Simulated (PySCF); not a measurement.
SMILES c1coc(Cc2ccco2)c1 (C9H8O2), GFN2-xTB optimised geometry. Atoms within 1.6 Å of the plane z = 0.0 Å (x, y, z in Å): C4 (2.65, 0.16, 1.41), C5 (2.13, 0.15, 0.00), C6 (0.64, 0.15, 0.00), C7 (-0.27, -0.87, 0.06), C8 (-1.55, -0.26, 0.09), C9 (-1.32, 1.08, 0.05), O10 (0.00, 1.34, 0.00), H14 (2.49, 1.04, -0.52), H15 (2.49, -0.75, -0.51), H16 (-0.05, -1.92, 0.07), H17 (-2.49, -0.76, 0.13), H18 (-1.99, 1.92, 0.05).

Method: PySCF with CAM-B3LYP/def2-SVP. Cells within 0.4 Å of a nucleus heavier than hydrogen are left out (blank, or x).

Map of the Laplacian of the electron density (e/bohr⁵), clipped to [-1.50, 1.50] on the plane z = 0.0 Å:

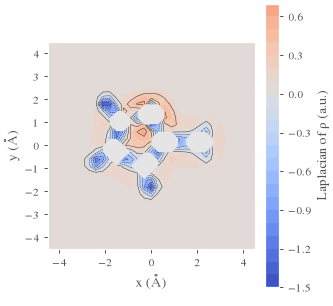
Figure: Laplacian of the electron density (e/bohr⁵), clipped to [-1.50, 1.50] on the plane z = 0.0 Å.
